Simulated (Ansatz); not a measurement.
SnTe (rock salt)

Space group Fm-3m (No. 225); a = 6.3712 Å, b = 6.3712 Å, c = 6.3712 Å, α = 90.00°, β = 90.00°, γ = 90.00°

```tsv
atom	site	symmetry	x	y	z
Te	4a	m-3m	0.0000	0.0000	0.0000
Sn	4b	m-3m	0.5000	0.5000	0.5000
```
(The calculation used a cell of 2 atoms; values per cell refer to that cell.)

E(V) scan at fixed shape, V₀ the volume above. Symmetry pins the atoms to their sites.

Calculation: r2SCAN (plane waves to 500 eV, PAW, scalar-relativistic; Ansatz, a program for electronic structure). k mesh 13×13×13 (Γ-centred), Fermi-Dirac smearing 0.05 eV. E stands for the smeared free energy. SnTe was relaxed with its symmetry unable to fall. Spin-orbit coupling is left out, though Te is heavy. The PAW data are Ansatz's earlier set. ΔE is measured from the relaxed starting cell.

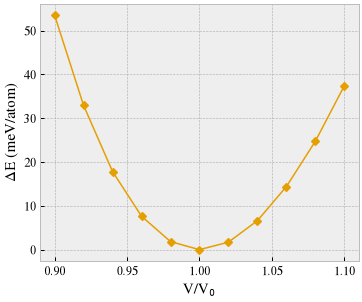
Figure: ΔE (meV/atom) against V/V₀; markers are the computed points, lines only join them.

**Question.** What is ΔE at V/V₀ = 1.100?

**Answer.** About 37 meV/atom.

**Question.** What is ΔE at V/V₀ = 0.900?

**Answer.** About 54 meV/atom.

**Question.** What bulk modulus B₀ follows from a third-order Birch-Murnaghan fit?

**Answer.** About 44 GPa.

(Under strain, the slope of the energy per volume gives the stress and its curvature an elastic modulus.)
